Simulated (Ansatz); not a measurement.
# HfSn3S8: a trial structure relaxed, part 2 of 2

The task: take a trial cell of HfSn3S8 to zero force and stress, then test the end with a random kick.

Ansatz 0.2.0; DFT PBE, scalar-relativistic, plane waves, PAW.

### Step 6. Kicked and relaxed without symmetry

Atoms are moved at random (σ = 0.1 Å a coordinate) and the cell is strained at random (σ = 1.5 % a component).

File input.yaml:

```yaml
crystal:
  lattice:
    - [3.7254023269, 2.0702619157, 5.9232954284]
    - [-3.8194036675, 2.0833574489, 5.9766793239]
    - [-0.0356596061, -4.2810460905, 5.9954225889]
  atoms:
    - { symbol: Hf, position: [0.5255939203, 0.5105043979, 0.4800918317] }
    - { symbol: Sn, position: [0.5176892226, -0.0251480703, 0.4950767848] }
    - { symbol: Sn, position: [0.4856669049, 0.5104935044, 1.0256378867] }
    - { symbol: Sn, position: [0.0053959231, 0.486009492, 0.4930082502] }
    - { symbol: S, position: [0.7287602646, 0.7399691265, 0.7479129423] }
    - { symbol: S, position: [0.7229362675, 0.2957332951, 0.7516225392] }
    - { symbol: S, position: [0.7532243434, 0.730852685, 0.2625199264] }
    - { symbol: S, position: [0.2841561191, 0.733171849, 0.7339953529] }
    - { symbol: S, position: [0.2566437668, 0.2460029554, 0.2435088139] }
    - { symbol: S, position: [0.2426554724, 0.7306915033, 0.2617689318] }
    - { symbol: S, position: [0.2510554031, 0.2786558566, 0.7555745721] }
    - { symbol: S, position: [0.7262223921, 0.263063405, 0.2492821678] }
basis:
  ecutwfc: 420
kpoints:
  mp_grid: { grid: [3, 3, 3] }
hamiltonian:
  xc: pbe
scf:
  occupations: { method: gaussian, width: 0.1 }
  lower_state_search: "off"
output:
  forces: true
  stress: true
  eigenvalues: true
relax:
  adjacent_minimum: "off"
  f_tol: 0.025
  max_steps: 60
  cell: { stress_tol: 0.25 }
```

Started as:

```bash
> ansatz run input.yaml --threads 4 --pin off --max-ram 8192MiB --backend cpu --events-out ev --progress --plain --runs-dir out
```

The log of the run:

```text
Warning: RAYON_NUM_THREADS=4 ignored (pool sized by the plan → 4); use --threads N
Engine: ansatz 0.2.0, x86_64-unknown-linux-gnu
Pseudopotentials: kind: paw
Pseudopotential: Hf, paw, valence charge 26, recommended cutoff 420 eV (normal), Hf.paw.azcp
Pseudopotential: Sn, paw, valence charge 14, recommended cutoff 420 eV (normal), Sn.paw.azcp
Pseudopotential: S, paw, valence charge 6, recommended cutoff 420 eV (normal), S.paw.azcp
Functional definition: PBE
  parameter kappa = 0.804
  parameter beta = 0.06672455060314922
  exchange = pbe_x(kappa = kappa, mu = beta*pi^2/3)
  correlation = pbe_c(beta = beta)
Crystal: 12 atoms, lattice volume = 286.110 Å³
Basis set: ecut = 420 eV, 5621 PW (Γ), exchange–correlation on 100×100×100 points (8 copies of the dense FFT grid, shifted against one another)
Bands: 70, of which v1, the nominal top of the filled ones, is band 58 counted from 1 (57 counted from 0)
Symmetry: 1 space group operations
Space group: P1 (ITA 1), of the structure as read, at distance tolerance 6.6e-5 Å
k-points: 14 of 27 (time reversal used)
Non-local potential: Hf, projectors of the file, l = 0: 3, l = 1: 2, l = 2: 2, l = 3: 3
Non-local potential: Sn, projectors of the file, l = 0: 2, l = 1: 2, l = 2: 2, l = 3: 2
Non-local potential: S, projectors of the file, l = 0: 2, l = 1: 2, l = 2: 2
PAW form: soft (Blöchl's): semilocal exchange-correlation on the pseudo side does not see the compensation charge
PAW one-centre angular grid: Hf, 590 points (default); XC on 64 Gauss nodes
PAW one-centre angular grid: Sn, 590 points (default); XC on 64 Gauss nodes
PAW one-centre angular grid: S, 110 points (default); XC on 64 Gauss nodes
Initial density: superposition of atomic densities (neutral atoms: chi_scale 0, normalization atom), corrected by the library's trained network
Initial wavefunctions: pseudopotential atomic-orbital guess
Functional: x = pbe(κ = 0.804, μ = 0.2195149727645171), c = pbe(β = 0.06672455060314922)
SCF iter   1: F=—  HF=-41016.427573 eV  |F-HF|=—  |Δ(HF+E_count)|=         —  Δρ=2.86e-3  dr2=3.33e-2  ethr=1.77e-3  ⟨swp⟩=7.3  Hψ=4187  notcnv=0  defer=10
preconditioner: auto → Resta (q_TF=auto, 2.347 Å⁻¹)  ε∞=3.6  [insulator: Δε(μ)=0.464 eV  Ē_g=14.214 eV  σ=0.100 eV  W_gap=1.00  n_scr=58 (ndim 8)  ℏωp=22.8 eV  f_vac=0.079  D(μ)=0.01/eV (n_scr^D=0)  ε∞_Penn≈3.6]
SCF iter   2: F=—  HF=-41016.423158 eV  |F-HF|=—  |Δ(HF+E_count)|=   4.42e-3  Δρ=1.34e-3  dr2=3.70e-3  ethr=2.87e-5  ⟨swp⟩=2.0  Hψ=1680  notcnv=0  defer=14
SCF iter   3: F=—  HF=-41016.423408 eV  |F-HF|=—  |Δ(HF+E_count)|=   2.50e-4  Δρ=5.89e-4  dr2=7.73e-4  ethr=3.19e-6  ⟨swp⟩=2.0  Hψ=1375  notcnv=0  defer=14
SCF iter   4: F=—  HF=-41016.423709 eV  |F-HF|=—  |Δ(HF+E_count)|=   3.01e-4  Δρ=1.62e-4  dr2=8.20e-5  ethr=6.66e-7  ⟨swp⟩=2.0  Hψ=1720  notcnv=0  defer=14
SCF iter   5: F=—  HF=-41016.423636 eV  |F-HF|=—  |Δ(HF+E_count)|=   7.27e-5  Δρ=6.43e-5  dr2=1.79e-5  ethr=7.07e-8  ⟨swp⟩=2.0  Hψ=1716  notcnv=0  defer=14
SCF iter   6: F=—  HF=-41016.423645 eV  |F-HF|=—  |Δ(HF+E_count)|=   8.59e-6  Δρ=2.57e-5  dr2=3.73e-6  ethr=1.54e-8  ⟨swp⟩=2.0  Hψ=1399  notcnv=0  defer=14
SCF iter   7: F=—  HF=-41016.423648 eV  |F-HF|=—  |Δ(HF+E_count)|=   3.45e-6  Δρ=9.57e-6  dr2=5.83e-7  ethr=3.21e-9  ⟨swp⟩=2.0  Hψ=1209  notcnv=0  defer=14
SCF iter   8: F=-41016.423649 eV  HF=-41016.423649 eV  |F-HF|=3.44e-8  |Δ(HF+E_count)|=   7.72e-7  Δρ=2.72e-6  dr2=4.75e-8  ethr=8.62e-11  ⟨swp⟩=12.0  Hψ=4817  notcnv=0
SCF 1 converged in 8 iterations: F = -41016.423649 eV  dr2 = 4.75e-8
relax step   1: F+E_penalty+E_count = -41016.42364903 eV  Δ(F+E_penalty+E_count) = +0.000e0 eV  max|allowed force component| = 3.110e0 eV/Å  Δτ_max = 0.0000 Å  P = +6.150 GPa  Ω = 286.110 Å³  (8 SCF iters, dr2 threshold 1.00e-7 eV, accepted)
[... 15 lines left out ...]
relax step   2: F+E_penalty+E_count = -41017.77197373 eV  Δ(F+E_penalty+E_count) = -1.348e0 eV  max|allowed force component| = 4.757e-1 eV/Å  Δτ_max = 0.1948 Å  P = -0.385 GPa  Ω = 293.734 Å³  energy of the carried Pulay correction = -1.909e-3 eV  (8 SCF iters, dr2 threshold 1.20e-6 eV, accepted)
[... 13 lines left out ...]
relax step   3: F+E_penalty+E_count = -41017.94026773 eV  Δ(F+E_penalty+E_count) = -1.683e-1 eV  max|allowed force component| = 1.577e-1 eV/Å  Δτ_max = 0.1227 Å  P = +0.593 GPa  Ω = 290.191 Å³  energy of the carried Pulay correction = -1.028e-3 eV  (8 SCF iters, dr2 threshold 1.20e-6 eV, accepted)
[... 12 lines left out ...]
relax step   4: F+E_penalty+E_count = -41017.95726816 eV  Δ(F+E_penalty+E_count) = -1.700e-2 eV  max|allowed force component| = 3.379e-2 eV/Å  Δτ_max = 0.0314 Å  P = -0.004 GPa  Ω = 292.312 Å³  energy of the carried Pulay correction = -1.557e-3 eV  (7 SCF iters, dr2 threshold 1.20e-6 eV, accepted)
[... 12 lines left out ...]
relax step   5: F+E_penalty+E_count = -41017.95784698 eV  Δ(F+E_penalty+E_count) = -5.788e-4 eV  max|allowed force component| = 9.301e-3 eV/Å  Δτ_max = 0.0107 Å  P = -0.012 GPa  Ω = 292.818 Å³  energy of the carried Pulay correction = -1.682e-3 eV  (7 SCF iters, dr2 threshold 7.14e-8 eV, accepted)
[... 8 lines left out ...]
relax step   6: F+E_penalty+E_count = -41017.95943163 eV  Δ(F+E_penalty+E_count) = -1.585e-3 eV  max|allowed force component| = 9.514e-3 eV/Å  Δτ_max = 0.0000 Å  P = -0.017 GPa  Ω = 292.818 Å³  stress off target by 3.04e-2 GPa  SCF on the basis re-selected at this cell (its energy is not comparable with the rows above)  (4 SCF iters)
basis re-selected at this cell: Δ(F+E_penalty+E_count) = -1.585e-3 eV, ΔP = -0.006 GPa vs the last step (what re-selecting the basis moved, of the pressure what is left beyond the Pulay correction that the steps carried, after the strain that the cell walked since its last selection, with what the two solves' SCF thresholds leave and, on support functions, any second-order correction that the steps lacked; it is no measure of the basis error at this ecutwfc). This SCF's stress stands 3.04e-2 GPa from its target on what of the cell is left free (relax.cell.stress_tol is 2.50e-1 GPa) and its largest allowed force component is 9.51e-3 eV/Å (relax.f_tol is 2.50e-2 eV/Å): within both
SCF converged after 4 iterations
Free energy (F): -41017.959432 eV
Harris-Foulkes:  -41017.959432 eV  (|F-HF|=5.97e-9)
Internal energy: -41017.959432 eV  (E = F + TS)
E sigma→0 (E₀):  -41017.959432 eV
Entropy (-TS):   -0.000000 eV (-0.000 meV/atom)
Fermi energy:    6.441220 eV
--- Per-component energies (eV) ---
  E_band       = -700.933534
  E_kinetic    = 1829.236553
  E_local      = -13978.050296  (includes V_loc(G=0)·N_el)
  E_nonlocal   = -1106.524902
  E_hartree    = 6753.111292
  E_xc         = -2215.499960
  E_vxc        = -1243.217878  (∫ρ·V_xc dr)
  E_paw        = -24156.356574  (= ΣΔE_a)
  E_vpaw       = 291.402369  (= ΣTr[D̂ρ^β])
  E_aug_tail   = 0.000010  (compensation charges beyond the density's cutoff)
  E_ewald      = -8143.875556
  E_smearing   = -0.000000  (= −TS)
  E_closure    = -0.000000  (closes the sum)
  Σ components = -41017.959432   (vs F -41017.959432, Δ=0.00e0)
--- Forces (eV/Å), atoms counted from 1 ---
  atom   1  Hf    -0.00092155    -0.00157346    -0.00012043
  atom   2  Sn     0.00091600    -0.00036746    -0.00077483
  atom   3  Sn     0.00040204     0.00011518    -0.00107975
  atom   4  Sn    -0.00028658    -0.00029482    -0.00035207
  atom   5  S     -0.00104179     0.00065433     0.00065527
  atom   6  S      0.00007788     0.00074497     0.00917588
  atom   7  S      0.00101077    -0.00028557     0.00793820
  atom   8  S     -0.00024010     0.00031616     0.00951444
  atom   9  S     -0.00209477     0.00076412    -0.00130819
  atom  10  S     -0.00007789    -0.00024055    -0.00709533
  atom  11  S      0.00054015     0.00103509    -0.00854025
  atom  12  S      0.00171832    -0.00087630    -0.00801242
  max |Σ_I F_I| component: 8.33e-6 eV/Å
--- Stress (GPa, compression-positive) ---
       -0.011258       0.000229       0.000262
        0.000229      -0.010677      -0.000369
        0.000262      -0.000369      -0.030390
  P = ⅓ Tr σ = -0.0174 GPa (-0.174 kbar)
--- Band table (eV; the first three rows and the last of 14) ---
  k-point 0: bands = ["-55.8091", "-24.4445", "-24.4444", "-24.4201", "-15.0334", "-14.9897", "-14.9897", "-14.9562", "-14.9561", "-14.9406", "-14.9344", "-14.9241", "-14.9241", "-14.9085", "-14.8953", "-14.8952", "-14.8853", "-14.8852", "-14.8758", "-7.2393", "-5.8718", "-5.7987", "-5.7987", "-5.7871", "-5.7620", "-5.7535", "-5.7400", "-5.7400", "-5.3098", "-5.2383", "-5.2382", "-5.1620", "-5.1619", "-4.9857", "-0.9219", "-0.9216", "0.2264", "1.7020", "1.7022", "2.1300", "2.3322", "3.8254", "3.8925", "3.8927", "4.2596", "4.2600", "4.3483", "4.3488", "4.7391", "5.2752", "5.2755", "5.5714", "5.7866", "5.8935", "5.8938", "5.9394", "6.0055", "6.0057", "6.7937", "6.7941", "6.8737", "9.0766", "9.0773", "9.3545", "9.7386", "10.2553", "10.2558", "11.1954", "11.7166", "11.7176"]
[... 3 lines left out ...]
--- Relaxed structure (5 steps of the walk, 5 accepted, 1 SCFs on fresh bases) ---
  F+E_penalty+E_count = -41017.95943163 eV   max|allowed force component| = 9.514e-3 eV/Å   (the final SCF, on the basis selected at the relaxed cell)
  cell:  # Å, volume = 292.8177 Å³
    - [3.736441179967617, 2.1567716466834894, 6.055021172890556]
    - [-3.736538710930248, 2.1567232087826267, 6.055142361084371]
    - [-8.668697829647409e-5, -4.314313580907856, 6.055415325094953]
  atoms:
    - { symbol: Hf, position: [0.5002751461610808, 0.500186978409132, 0.4995607939409177] }
    - { symbol: Sn, position: [0.4999031520632147, 3.9352649153334696e-5, 0.5002339957660404] }
    - { symbol: Sn, position: [0.4998767920477837, 0.4999705665324855, 0.9999779252941319] }
    - { symbol: Sn, position: [1.4176181547531641e-5, 0.4998646120233373, 0.5001507463756241] }
    - { symbol: S, position: [0.7462964267436247, 0.7461843840953589, 0.7463923220539715] }
    - { symbol: S, position: [0.7448123982744946, 0.26042541592981866, 0.7449070716804255] }
    - { symbol: S, position: [0.7449653048807465, 0.7450888647998867, 0.26045622144604585] }
    - { symbol: S, position: [0.2604555239976176, 0.7448373657505041, 0.7448617488796797] }
    - { symbol: S, position: [0.2537129507682408, 0.25354851877943974, 0.25387503205171785] }
    - { symbol: S, position: [0.2550319556234539, 0.7395172626921709, 0.2550298722240497] }
    - { symbol: S, position: [0.2551204868958967, 0.2551793617989846, 0.7395779823072737] }
    - { symbol: S, position: [0.739535686262297, 0.2551573164397294, 0.25497628778012166] }
```

It took 20 s on 4 threads of AMD EPYC 9R45 (Zen 5), shared host; peak memory 0.96 GiB.

The steps of the relaxation:

```
step  E - E(step 1) (eV/cell)  largest force component (eV/Å)  pressure (GPa)  volume (Å³)
   1                   0.0000                          3.1101            6.15       286.11
   2                  -1.3483                          0.4757           -0.39       293.73
   3                  -1.5166                          0.1577            0.59       290.19
   4                  -1.5336                          0.0338            0.00       292.31
   5                  -1.5342                          0.0093           -0.01       292.82
   6                  -1.5358                          0.0095           -0.02       292.82
```

Step 1 is the start. Step 6 repeats the geometry before it on a plane-wave basis chosen anew for that cell, so its energy need not be comparable with the rows above.

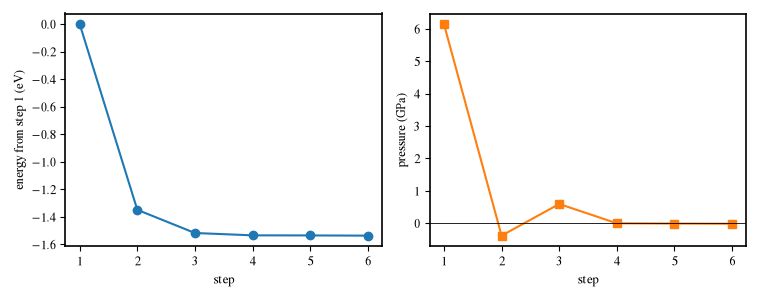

Energy and pressure along the relaxation.

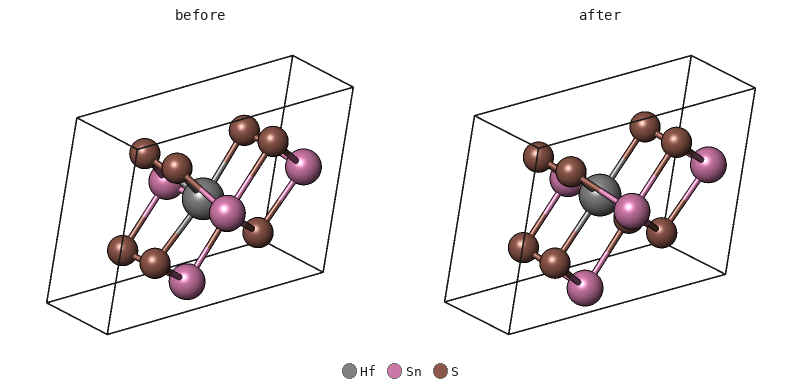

Before and after, at one scale.

|  | before | after | change |
| --- | --- | --- | --- |
| a (Å) | 7.297 | 7.435 | +1.9 % |
| b (Å) | 7.392 | 7.435 | +0.6 % |
| c (Å) | 7.367 | 7.435 | +0.9 % |
| α (°) | 60.22 | 60.33 | +0.2 % |
| β (°) | 60.45 | 60.33 | -0.2 % |
| γ (°) | 61.81 | 60.34 | -2.4 % |
| volume (Å³/atom) | 23.84 | 24.40 | +2.3 % |
| shortest distance (Å) | 2.306 | 2.580 | +11.9 % |
| space group (0.01 Å) | P1 | R-3m | changed |

Against the unmoved cell on the same mesh the energy changed by 0.0 meV/atom and the volume by +0.2 %. At a tolerance of 0.1 Å, which suits this loose relaxation, its space group is R-3m.

### Step 7. Results

What follows sums up all 2 parts.

| quantity | value |
| --- | --- |
| symmetry at the end (tolerance 0.02 Å) | space group R-3m (No. 166) |
| conventional cell | a = 7.470 Å, b = 7.470 Å, c = 18.144 Å, α = 90.00°, β = 90.00°, γ = 120.00° |
| volume | 24.36 Å³/atom |
| energy over the elements, grey Sn | -0.63 eV/atom |
| gap on the mesh | 0.72 eV |

**Reading.** The space group R-3m (No. 166) is kept, at nearly the size of the first guess. A negative formation energy is needed for stability but isn't enough; other structures and compounds were not set against it here. It survived the kick, though modes of other wave vectors, which need another repeat, weren't probed. These runs have no spin-orbit coupling; with Hf it would split and shift bands.
